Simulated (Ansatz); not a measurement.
AlB2-type ZrB₂ was calculated with BLYP in Ansatz (PAW).

Settings: plane-wave cutoff 520 eV, 24×24×16 k mesh (along the axes of the cell as run), Fermi–Dirac smearing 0.05 eV, scalar-relativistic PAW data made under PBE.

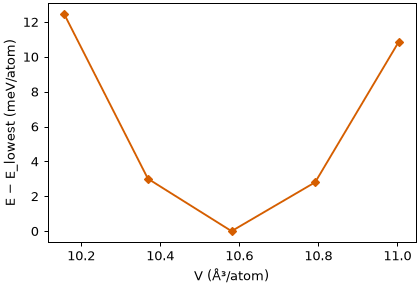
Figure: Total energy against volume

Task: From the curve, estimate the equilibrium volume and the bulk modulus.

Result: V0 ≈ 10.6 Å³/atom and B0 ≈ 220 GPa; the fit gives V0 = 10.580 Å³/atom, B0 = 220 GPa, B′ = 4.0.

Shape and atoms are relaxed at each volume.

Note: the bulk modulus comes from volumes at which shape and atoms were relaxed.

Computing time: around 6 core-minutes (rough).

Ansatz is an electronic-structure program.
